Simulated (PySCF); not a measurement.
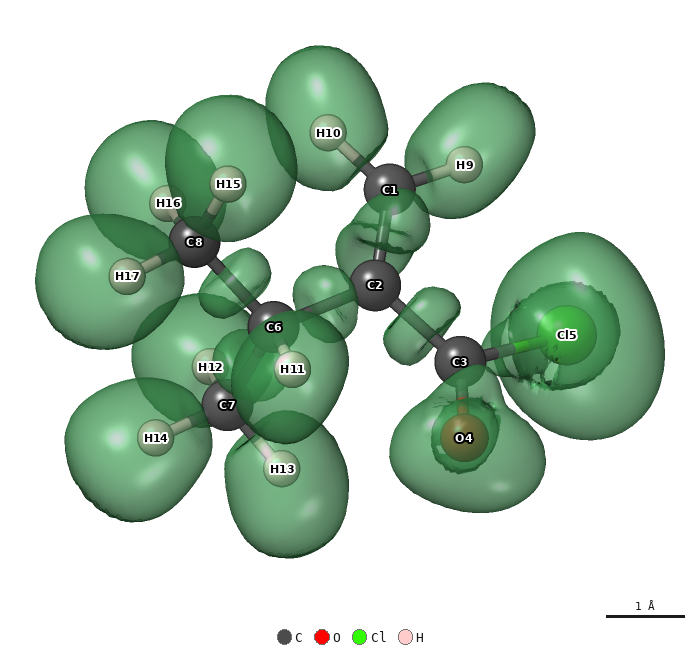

The picture shows: C$_{6}$H$_{9}$ClO. Isosurface of the electron localisation function at 0.75 (green), seen at a tilt. Only the valence region is drawn (cores and ρ < 0.01 e/Å³ removed).

Geometry: GFN2-xTB.

Computed with CAM-B3LYP/def2-SVPD, SCF density, gas phase in PySCF.

```json
{"atom": "C", "x (Å)": "1.3975", "y (Å)": "1.1214", "z (Å)": "0.6573"}
{"atom": "C", "x (Å)": "0.9069", "y (Å)": "-0.0105", "z (Å)": "0.1592"}
{"atom": "C", "x (Å)": "1.7775", "y (Å)": "-1.0500", "z (Å)": "-0.4108"}
{"atom": "O", "x (Å)": "1.5152", "y (Å)": "-2.1985", "z (Å)": "-0.5715"}
{"atom": "Cl", "x (Å)": "3.3824", "y (Å)": "-0.4723", "z (Å)": "-0.9088"}
{"atom": "C", "x (Å)": "-0.5558", "y (Å)": "-0.3956", "z (Å)": "0.1394"}
{"atom": "C", "x (Å)": "-1.0758", "y (Å)": "-0.3015", "z (Å)": "-1.2997"}
{"atom": "C", "x (Å)": "-1.4167", "y (Å)": "0.4470", "z (Å)": "1.0738"}
{"atom": "H", "x (Å)": "2.4524", "y (Å)": "1.3336", "z (Å)": "0.6437"}
{"atom": "H", "x (Å)": "0.7638", "y (Å)": "1.8640", "z (Å)": "1.1070"}
{"atom": "H", "x (Å)": "-0.6146", "y (Å)": "-1.4439", "z (Å)": "0.4526"}
{"atom": "H", "x (Å)": "-0.9985", "y (Å)": "0.7208", "z (Å)": "-1.6641"}
{"atom": "H", "x (Å)": "-0.5041", "y (Å)": "-0.9503", "z (Å)": "-1.9583"}
{"atom": "H", "x (Å)": "-2.1185", "y (Å)": "-0.6065", "z (Å)": "-1.3388"}
{"atom": "H", "x (Å)": "-1.0244", "y (Å)": "0.4268", "z (Å)": "2.0876"}
{"atom": "H", "x (Å)": "-1.4659", "y (Å)": "1.4778", "z (Å)": "0.7313"}
{"atom": "H", "x (Å)": "-2.4284", "y (Å)": "0.0499", "z (Å)": "1.0902"}
```

**What do the ELF domains correspond to?**

The ELF exceeds this value in five regions between bonded C–C atoms (shared pairs), nine regions around hydrogen nuclei, one region on Cl in which the atom's valence shell and bonds are merged and one region on O in which the atom's valence shell and bonds are merged. Profiles from the grid: C–O (1.19 Å): the ELF peaks at about 0.90 between the atoms; a multiple bond. C–C (1.33 Å): the ELF peaks at about 0.95 between the atoms: a short, multiple covalent bond.
